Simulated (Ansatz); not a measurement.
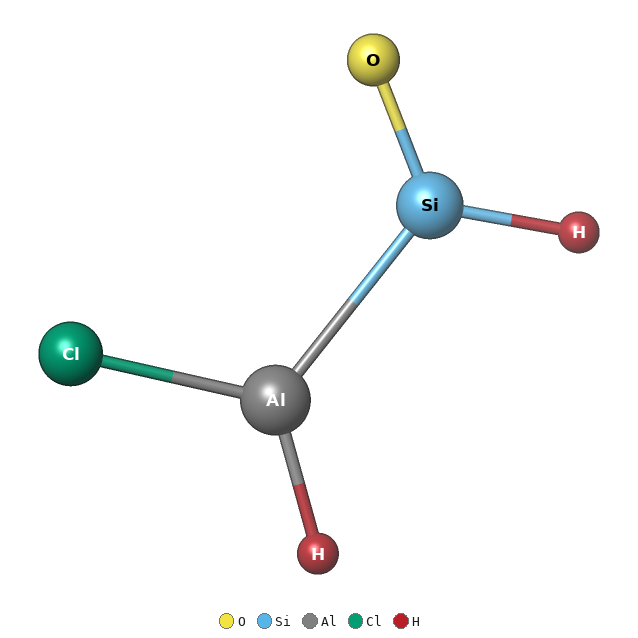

All atoms lie in one plane, which faces the viewer. The computed structure is the end point of a PBE-D4/def2-SVP optimisation. No frequency run is at hand to confirm it as a minimum.

List the symmetry elements and name the point group.

It has 1 mirror plane, so the point group is Cs. The group has 2 operations. The geometry is achiral, and symmetry allows a dipole moment.
